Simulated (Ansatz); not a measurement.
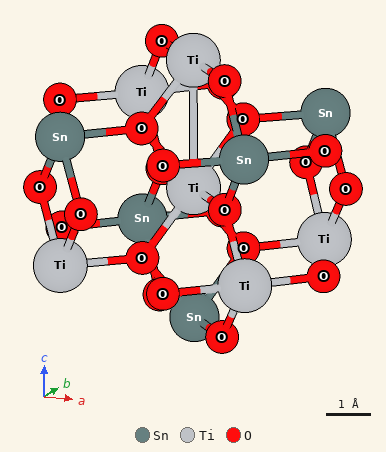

A crystal of Sn9Ti15O48 (a generated structure, set up in P1), before the relaxation. A ball-and-stick model of the atoms within 4.2 Å of the atom that moves most (axes of the cell of the calculation), seen slightly off an axis.

Computed with DFT, PBEsol, PAW, plane waves in Ansatz 0.2.0.

Settings: plane-wave cutoff 420 eV; k-point mesh 1 × 1 × 1; mesh shifted by (0.25, 0.25, 0.25); no spin polarisation; cell relaxed at fixed alpha, beta, gamma; force threshold 0.03 eV/Å; at most 80 steps.

```
Sn Ti O
1.0
     9.31783    0.00000    0.00000
     0.00000    9.31783    0.00000
     0.00000    0.00000    9.12810
Sn Ti O
9 15 48
Direct
  0.00113 0.99771 0.99843
  0.00099 0.49772 0.99871
  0.49759 0.00339 0.00204
  0.50092 0.50048 0.66621
  0.24400 0.25226 0.83561
  0.25273 0.75189 0.50139
  0.75387 0.25017 0.49600
  0.75156 0.75352 0.16385
  0.75020 0.75044 0.83394
  0.00022 0.99871 0.33363
  0.00152 0.00151 0.66621
  0.00120 0.50033 0.33063
  0.99966 0.49390 0.66712
  0.50006 0.00101 0.33701
  0.50126 0.99679 0.66599
  0.50094 0.49752 0.99831
  0.50145 0.50206 0.33030
  0.25018 0.25274 0.16277
  0.25473 0.24871 0.49934
  0.24855 0.74986 0.16887
  0.24739 0.74921 0.82913
  0.75042 0.25143 0.17003
  0.74990 0.25381 0.83446
  0.75392 0.75056 0.50091
  0.15366 0.15352 0.99979
  0.15467 0.15157 0.33342
  0.14848 0.15352 0.66950
  0.15084 0.65016 0.00159
  0.15099 0.65070 0.33032
  0.15359 0.65281 0.66583
  0.65256 0.15469 0.00375
  0.65474 0.15033 0.33371
  0.65402 0.15620 0.66341
  0.65144 0.65693 0.00067
  0.65443 0.65493 0.33247
  0.65136 0.65254 0.66613
  0.34506 0.34591 0.99957
  0.35105 0.35053 0.33491
  0.35099 0.34666 0.66434
  0.35168 0.84456 0.00048
  0.35119 0.84680 0.33256
  0.34936 0.84728 0.67031
  0.84419 0.34628 0.00199
  0.84762 0.35120 0.33491
  0.84425 0.34785 0.66263
  0.84756 0.84750 0.00274
  0.84499 0.84761 0.33286
  0.84695 0.84783 0.66560
  0.09901 0.40246 0.16743
  0.09715 0.39859 0.49954
  0.09818 0.40429 0.83233
  0.09672 0.90238 0.16567
  0.09659 0.90146 0.49683
  0.09604 0.90487 0.83212
  0.59801 0.40116 0.16788
  0.59201 0.40041 0.50081
  0.59947 0.40128 0.83314
  0.59847 0.90322 0.16624
  0.59550 0.90508 0.49863
  0.59789 0.90503 0.83350
  0.40121 0.09784 0.16447
  0.40461 0.09596 0.49687
  0.40148 0.09664 0.83675
  0.40454 0.59438 0.17019
  0.40289 0.59256 0.49951
  0.40081 0.59834 0.82969
  0.90281 0.10011 0.16878
  0.89930 0.09252 0.49800
  0.90469 0.09719 0.83158
  0.90216 0.59932 0.16626
  0.90540 0.60118 0.49918
  0.90342 0.59821 0.83385
```

Predict the outcome.

Over 7 accepted moves (9 points after the start) the energy falls by 56.2 meV per atom. The largest force component goes from 2.2 to 0.003 eV/Å. The pressure goes from 2.25 to 0.01 GPa. At 2 points the geometry stayed and the basis and grid were re-selected for the new cell (energy shift of 0.4 meV per atom at most each time). Ti23 moves most relative to the cell: 0.15 Å along [−3 −2 0]. By element the largest moves are Ti 0.15 Å, O 0.14 Å, Sn 0.09 Å. Cell: a 9.318 → 9.337 Å (+0.2 %), b 9.318 → 9.335 Å (+0.2 %), c 9.128 → 9.144 Å (+0.2 %). Volume +0.6 %. Near-neighbour distances that change, for instance: Ti23–O31 2.016 → 1.883 Å, Ti23–O33 2.016 → 1.893 Å, Ti22–O55 1.991 → 2.108 Å, Sn7–O45 1.962 → 2.063 Å. Bond angles that change, for instance: Ti13–O45–Ti23 127.2° → 137.5°, Sn7–O45–Ti23 102.5° → 96.3°, Ti11–O69–Ti23 130.8° → 136.5°. The space group stays P1 (No. 1).

After the run, drawn alike:

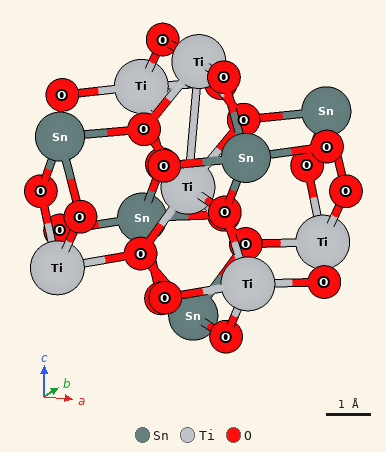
